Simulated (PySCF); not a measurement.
## A study: H3N, SMILES `N`

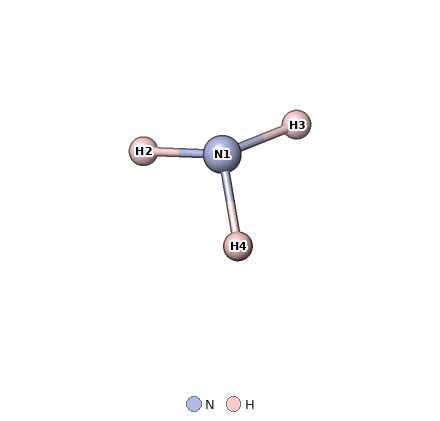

The molecule, with its atoms numbered as below. No frequency check shows the geometry to be a minimum.

Coordinates in Å:

```
N1       0.0000   -0.0000    0.1100
H2       0.8717   -0.3620   -0.2568
H3      -0.7495   -0.5738   -0.2567
H4      -0.1223    0.9360   -0.2567
```

## 1. Bonding charge

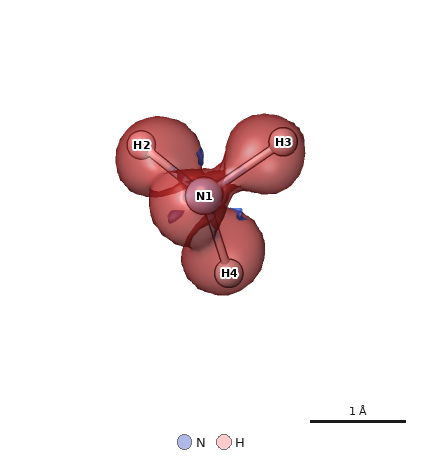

Deformation density (molecule less spherical, spin-averaged free atoms at the same positions), surfaces at ±0.15 e/Å³; red: gain, blue: loss.

Method: B3LYP/def2-SVPD; geometry: GFN2-xTB; program: PySCF.

Question: Describe the bonding that the map shows.

Answer: N1–H2, N1–H4 and N1–H3: +0.81 e/Å³ at the bond critical point (bond length 1.01 Å). In all, 0.7 electrons gather in the regions of gain relative to the promolecule.

## 2. Local ionisation energy

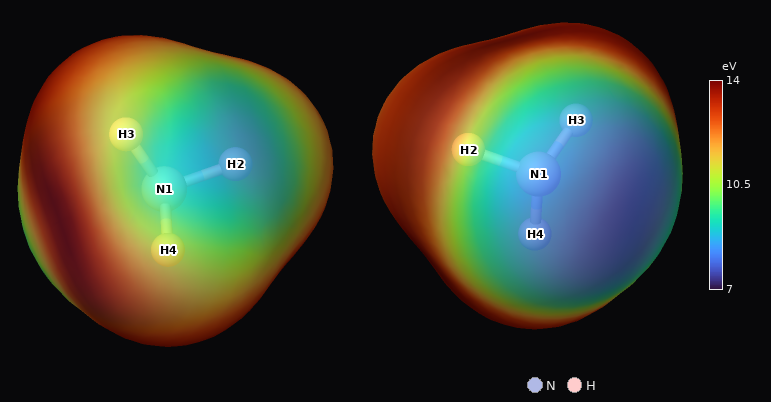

Average local ionisation energy on the surface of electron density 0.001 a.u. (back view left, front view right).

Question: Locate the minima of the map.

Answer: The lowest value is 8.0 eV, 2.0 Å from N1. Further minima include 8.6 eV, near H2 (1.91 Å), H3 (1.93 Å), H4 (2.05 Å) and N1 (2.09 Å). For comparison, the highest occupied orbital lies at −7.4 eV.

## 3. In an electric field

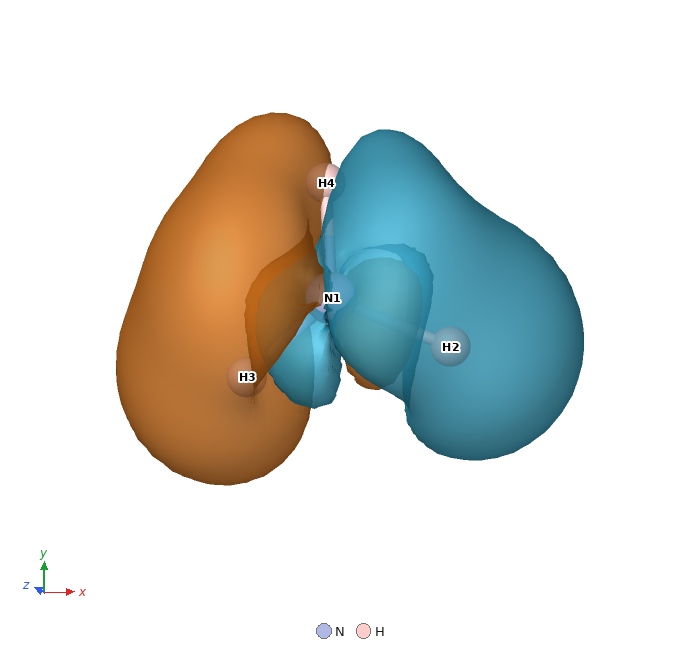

Change of the electron density in a uniform field of 0.21 V/Å, surfaces at ±0.0008 e/Å³ (light blue: gain, orange: loss).

Computed with PySCF, B3LYP/def2-SVPD, geometry: GFN2-xTB.

The field was applied in both directions; the picture shows the one opposite to the script's first.

Question: Along which Cartesian direction does the field point?

Answer: Along −x: electrons gather on the +x side, against the field.

Question: How large is the response?

Answer: The induced dipole is 0.14 D (along the field); α along this axis, from the fields in both directions, is 13 bohr³ (2.0 Å³).

## 4. Removing or adding an electron

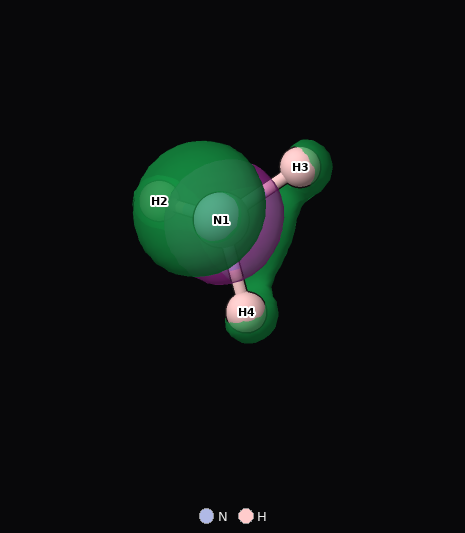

Fukui function f⁻ = ρ(N) − ρ(N−1) at fixed geometry, surfaces at ±0.1 e/Å³ (green positive, purple negative).

Level of theory: B3LYP/def2-SVPD (PySCF), at a geometry from GFN2-xTB.

Question: On which atoms does the density change most on removal of an electron?

Answer: f⁻ (Hirshfeld-condensed) is largest on N1 (0.52); the vertical ionisation energy is 10.93 eV. Condensed values hint at sites of electrophilic attack but needn't mark the atom that reacts. Orbital relaxation makes it negative in places (0.14 e in all).

The PySCF runs shown took 2.5 s, 3.7 s and 8.8 s on 1 thread of AMD EPYC 7R43 64-Core Processor (Zen 3), on a shared host.
